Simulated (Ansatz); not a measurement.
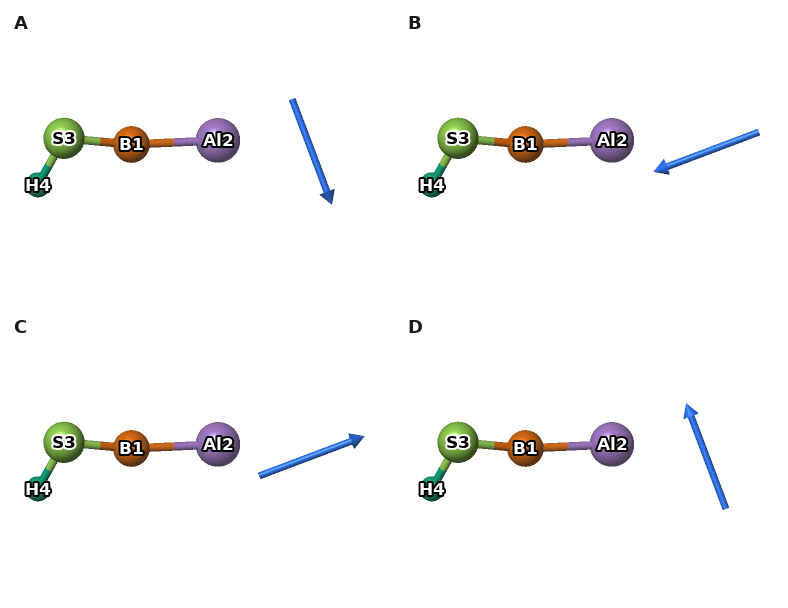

The same molecule four times, each with an arrow. The species is neutral and a spin doublet. The computed structure is the end point of a PBE-D4/def2-SVP optimisation. No frequency run is at hand to confirm it as a minimum. Method: UKS PBE-D4/def2-SVP (Ansatz 0.2.0).

### Which arrow points along the dipole moment, from the negative to the positive end?

B. The dipole moment is 2.07 D; it points from the side of Al2 to the side of H4 (the outermost atoms at the two ends).
